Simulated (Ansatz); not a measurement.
Take MoTe$_{2}$ in the 2H-MoS2 type structure (space group P6_3/mmc, No. 194; a = 3.542 Å, c = 14.182 Å; layered, stacked along the Cartesian z axis) as the base. Axes: x lies along a and z along c of the hexagonal cell.

Modification: compressive biaxial strain of 1.77 % in the plane normal to [001], as in epitaxy on a mismatched substrate; the out-of-plane cell vector and the atoms relax.

All numbers come from Kohn–Sham DFT with the r2SCAN+rVV10 functional, run in Ansatz (a quantum-chemistry and plane-wave program) with PAW and 500 eV plane waves, without spin-orbit coupling, earlier PAW set.

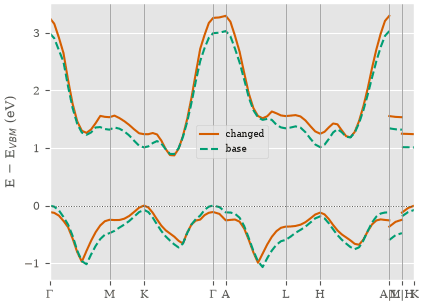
Fig. 1. Highest valence and lowest conduction band along the path, each from its own valence-band maximum

The gap is 0.87 eV, indirect, K → K–Γ (44 % along); the base has 0.87 eV.

With Te present, leaving out spin-orbit coupling can change the band edges. No phonon test of stability was made.
